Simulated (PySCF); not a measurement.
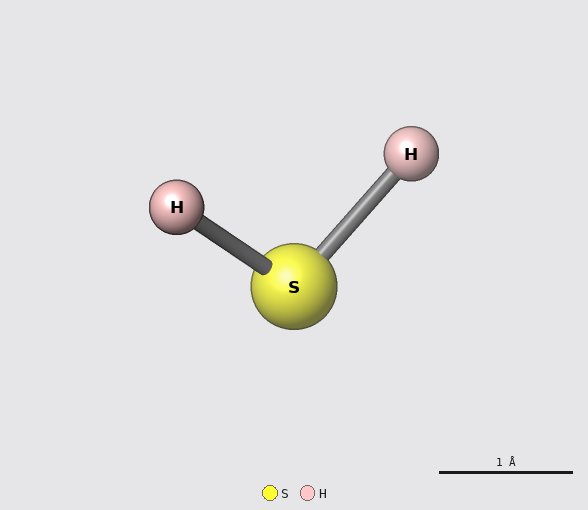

Atoms fade into the background with distance from the viewer. The geometry was computed by an optimisation with PBE0-D4/def2-TZVP. No frequency run is at hand to confirm it as a minimum. Masses are those of the most abundant isotopes; constants are for the rigid equilibrium geometry.

Question: What kind of rotor is it, and what are its rotational constants in cm⁻¹?

Answer: An asymmetric top (C2v): A = 10.3, B = 8.93, C = 4.78 cm⁻¹. Ray's parameter κ is 0.51, nearer the oblate limit.
